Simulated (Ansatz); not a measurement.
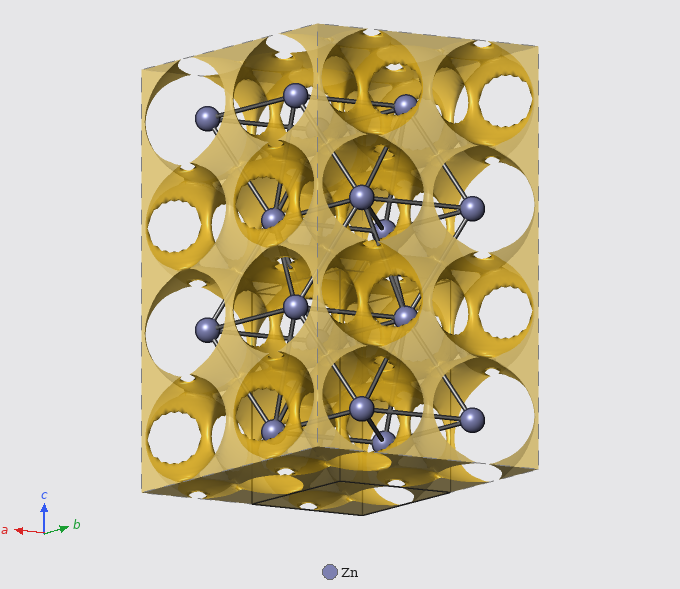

The yellow surface encloses the points that the centre of a probe sphere of radius 0.10 Å can occupy in Zn (P6_3/mmc), computed on a grid of about 0.11 Å (2×2×2 cells shown, view from a free direction; pale faces close the region where the box cuts it).

Hard-sphere model; touching radii (half the shortest distance): Zn 1.29 Å.

The cell is taken from the geometry relaxed with DFT PBEsol, scalar-relativistic, plane waves, PAW in Ansatz.

```xyz
2
Lattice="2.5899 0.0000 0.0000 -1.2949 2.2429 0.0000 0.0000 0.0000 4.9135" Properties=species:S:1:pos:R:3 pbc="T T T"
Zn    0.0000    1.4953    1.2284
Zn    1.2949    0.7476    3.6852
```

> Do these regions connect?

Where they connect, they form a three-dimensional network.

> What share of the cell can the probe's centre reach?

About 22 % of the volume (6.3 Å³ of 28.5 Å³).

> Give the largest included and the largest free sphere.

The largest sphere that fits anywhere has a diameter of 1.28 Å; the largest that can travel through the crystal, about 0.6 Å.

> How does the connectivity change as the probe shrinks?

Below a radius of about 0.32 Å the space forms a two-dimensional network in layers parallel to (001). Below a radius of about 0.20 Å the space forms a three-dimensional network. These are grid estimates, good to about 0.05 Å.
